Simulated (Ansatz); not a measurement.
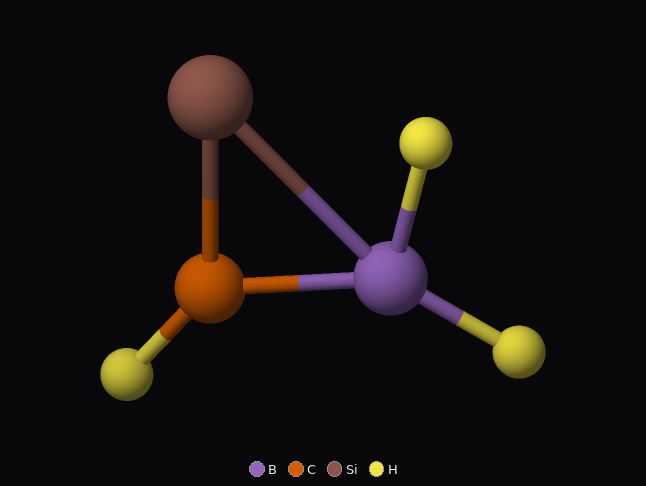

Every bond is drawn as one stick, whatever its order.

Computed geometry: PBE0-D4/def2-TZVP optimisation. No frequency run is at hand to confirm it as a minimum.

**Count the atoms of each element.**

CH₃BSi, 6 atoms: 1 carbon, 3 hydrogen, 1 boron and 1 silicon.

**How many atoms are distinct by symmetry?**

6: 1 B, 1 C, 1 Si, 1 H, 1 H, 1 H.

**Which point group does it belong to?**

Cs.

**Count the bonded pairs by element.**

2 B–H, 1 C–B, 1 C–Si, 1 C–H, 1 B–Si. Sticks follow a distance rule.

More results for the same structure follow; atom numbers are the same in all pictures, views and colours differ.

### Geometry

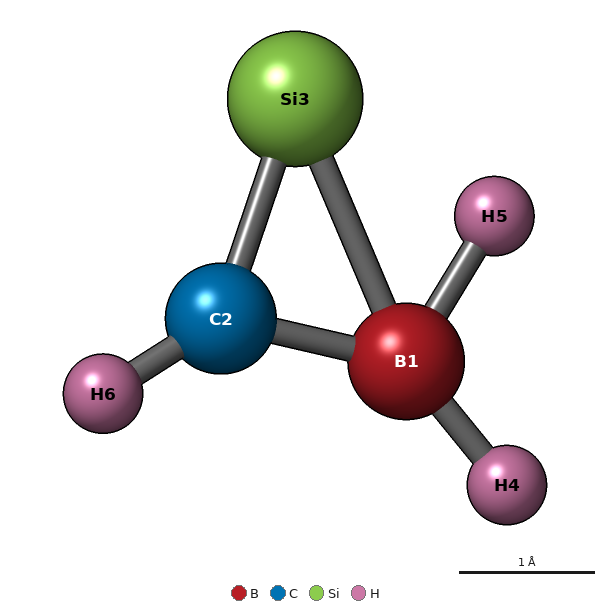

No frequency run is at hand to confirm it as a minimum.

**Which bond is the longest?**

B1–Si3, 2.120 Å.

### Electronic properties

No frequency run is at hand to confirm it as a minimum. Properties computed with RKS PBE0-D4/def2-TZVPP (Ansatz 0.2.0).

Computed properties:

- HOMO energy (Kohn–Sham orbital): −7.23 eV
- LUMO energy (Kohn–Sham orbital): −1.62 eV
- HOMO–LUMO gap: 5.61 eV

### Charges

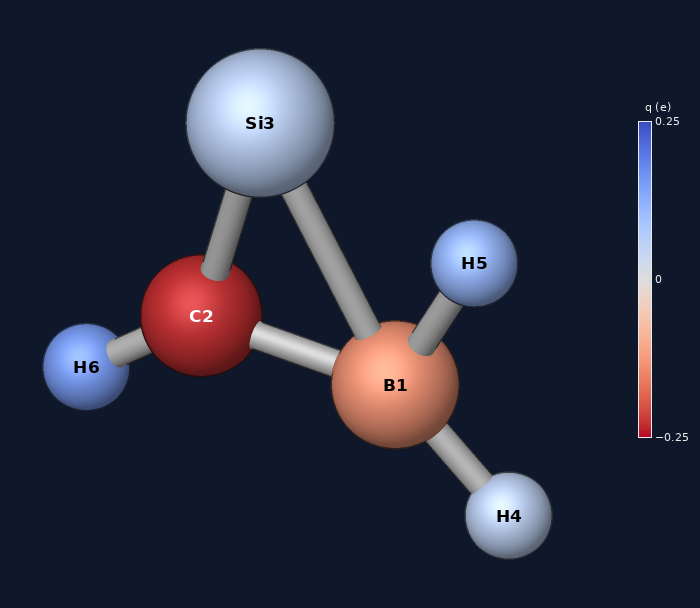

Atoms are coloured by their Mulliken charges. No frequency run is at hand to confirm it as a minimum. Properties computed with RKS PBE0-D4/def2-TZVP (Ansatz 0.2.0).

List the Mulliken charges.

```json
{"atom": "B1", "value (e)": "−0.13"}
{"atom": "C2", "value (e)": "−0.23"}
{"atom": "Si3", "value (e)": "0.05"}
{"atom": "H4", "value (e)": "0.05"}
{"atom": "H5", "value (e)": "0.11"}
{"atom": "H6", "value (e)": "0.15"}
```

### Dipole moment

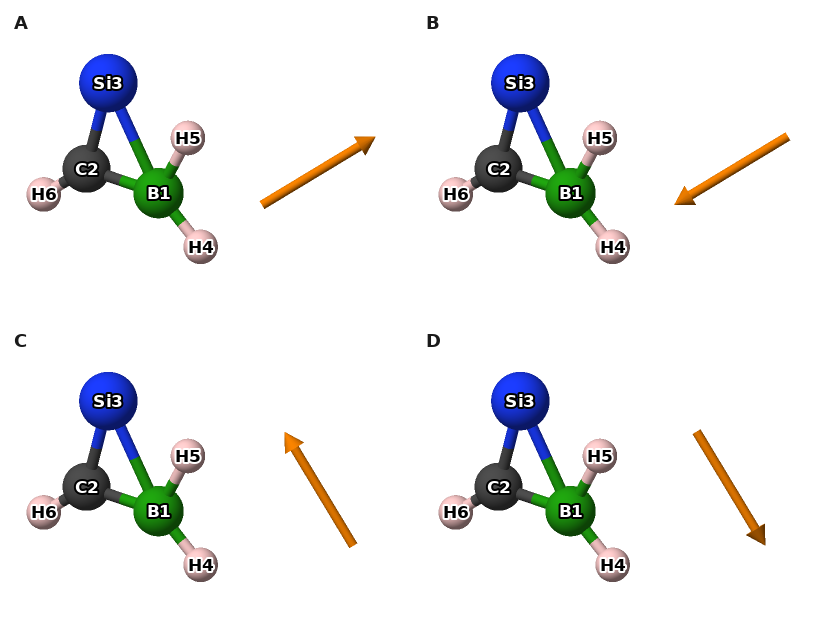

The same molecule four times, each with an arrow. No frequency run is at hand to confirm it as a minimum. Level of theory: RKS PBE0-D4/def2-TZVP (Ansatz 0.2.0).

**Which arrow points along the dipole moment, from the negative to the positive end?**

C. The dipole moment is 0.36 D; it points from the side of H4 to the side of Si3 (the outermost atoms at the two ends).

Mulliken values depend strongly on the basis set and can even reverse the polarity of a bond.
